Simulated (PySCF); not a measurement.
Run report: InN2, frequency calculation

System: InN2, multiplicity 2.
Method: UKS-based PBE0, In def2-TZVP with ECP28, N def2-TZVP; non-relativistic Hamiltonian with a scalar-relativistic core potential; density fitting (PySCF 2.14.0).

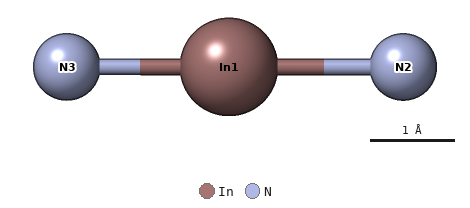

*The input geometry (ball-and-stick view, seen on its broad side; atoms are numbered from 1 in the order of the input). Sticks mark near contacts.*

Bond lengths as drawn: In–N 1.94 to 2.08 Å.

### Key numbers

| quantity | value |
| --- | --- |
| outcome | converged |
| total energy | −299.297889 hartree |
| ⟨S²⟩ | 1.777 |
| zero-point energy | 0.003222 hartree |
| dipole moment | 2.35 D |
| wavenumbers, lowest and highest | 125 and 705 cm⁻¹ |
| hardware | 4 threads of Intel Xeon @ 2.50GHz (Skylake/Cascade Lake), 16 GiB of memory available, shared host |
| wall time | 50 s (CPU time 3.1 min) |
| peak memory | 1.1 GiB |

### Notes

Checks after the run noted: the SCF density has lower symmetry than the nuclear frame; spin contamination. ⟨S²⟩ is 1.78 against 0.75 for a pure state: the solution is spin-contaminated.

### The input
```python
from pyscf import gto, scf, dft
mol = gto.M(atom='''
In    -0.014227    -0.000000     0.000000
N      2.066114     0.000000    -0.000025
N     -1.949835    -0.000000     0.000024''',
    basis={'In': 'def2-TZVP', 'N': 'def2-TZVP'},
    ecp={'In': 'def2-TZVP'},
    charge=0, spin=1)
mf = dft.UKS(mol, xc='PBE0')
mf.grids.atom_grid = (75, 302)
aux = {'In': 'def2-universal-JKFIT', 'N': 'def2-universal-JKFIT'}
mf = mf.density_fit(auxbasis=aux)
mf.conv_tol = 1e-09
mf.diis_space = 10
mf.max_cycle = 60
mf.verbose = 4
mf.kernel()
```

The script is an equivalent of the set-up of the self-consistent field. The run itself was carried out by a driver, which started from the orbitals of the step before it where there was one and computed the further properties.

Command:
```bash
OMP_NUM_THREADS=4 python axn.py task.json out
```

### The program's output
```
init E= -299.297888727793
  alpha nocc = 18  HOMO = -0.23576339398114  LUMO = -0.132605092050381
  beta  nocc = 17  HOMO = -0.247796068797086  LUMO = -0.135781998570675
  HOMO = -0.235763393981  LUMO = -0.135781998571  gap/eV = 2.72063
cycle= 1 E= -299.297888727793  delta_E=    0  |g|= 1.61e-06  |ddm|= 2.31e-06
  alpha nocc = 18  HOMO = -0.235762362391325  LUMO = -0.132605342560809
  beta  nocc = 17  HOMO = -0.247795443214413  LUMO = -0.135782350757647
  HOMO = -0.235762362391  LUMO = -0.135782350758  gap/eV = 2.72059
Extra cycle  E= -299.29788872778  delta_E= 1.26e-11  |g|= 5.27e-06  |ddm|= 6.22e-06
converged SCF energy = -299.29788872778  <S^2> = 1.7765776  2S+1 = 2.8471583
```

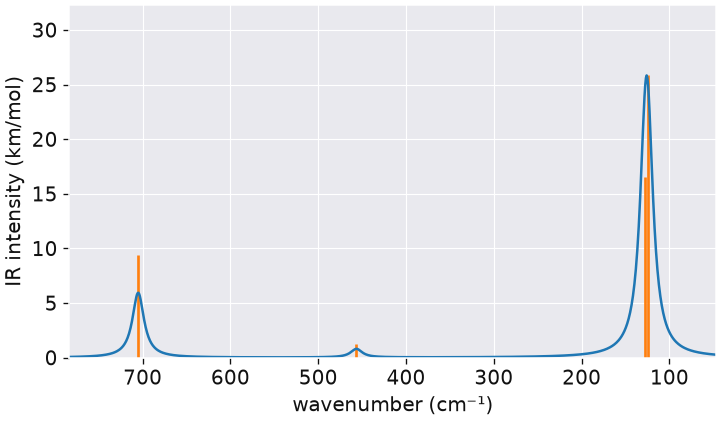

*Harmonic infrared spectrum, unscaled: sticks (degenerate modes added up, dark ones marked on the axis) with a Lorentzian envelope of 16 cm⁻¹ full width, scaled to the tallest stick.*

4 modes from 125 to 705 cm⁻¹, none imaginary. The strongest line is at 125 cm⁻¹ (26 km/mol). All modes, in cm⁻¹ (km/mol): 125 (26), 128 (16.5), 456 (1.2), 705 (9.4).

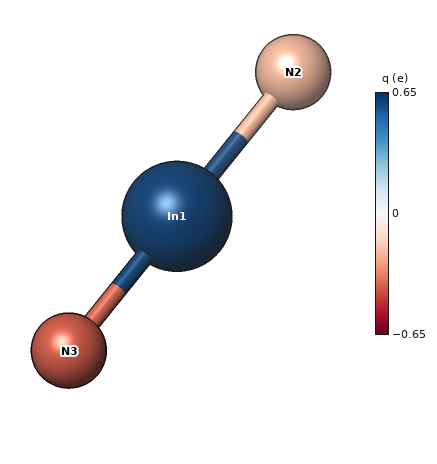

*Mulliken charges, as the colour of each atom (ball-and-stick view, seen at an oblique angle; atoms are numbered from 1 in the order of the input).*

By element: In +0.62 and N −0.39 to −0.23 e.
